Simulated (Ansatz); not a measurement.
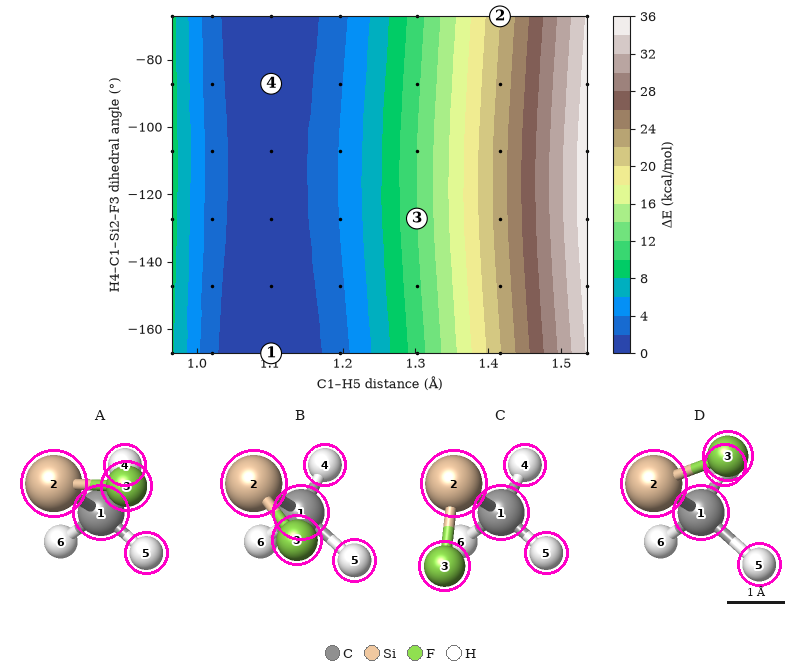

A scan of CH3FSi: the C1–H5 distance and the H4–C1–Si2–F3 dihedral angle are varied on a grid, with the rest of the molecule carried along rigidly. The map is interpolated between the computed points (dots). The frames are shuffled; each belongs to one numbered point. Style: ball-and-stick. Shown from a free direction. The ringed atoms are those of the scanned coordinates.

Computed with Ansatz: r2SCAN-D4, basis def2-TZVPP, on geometries moved rigidly from the minimum at PBE0-D4/def2-TZVP. Energies are counted from the PBE0-D4/def2-TZVP minimum geometry at the same level.

### Which frame belongs to which numbered point?

Point 1 is frame C, at (1.102, −167.2) and 0.1 kcal/mol; 2 is frame D, at (1.416, −67.2) and 21.9 kcal/mol; 3 is frame B, at (1.302, −127.2) and 11.9 kcal/mol; 4 is frame A, at (1.102, −87.2) and 0.6 kcal/mol. In pairs of (C1–H5 distance (Å); H4–C1–Si2–F3 dihedral angle (°)): the lowest computed point lies at (1.102, −167.2) (0.1 kcal/mol), the highest at (1.536, −127.2), (1.536, −107.2) (35.4 kcal/mol). It lies on the edge of the grid, so the true minimum may be outside the range scanned.
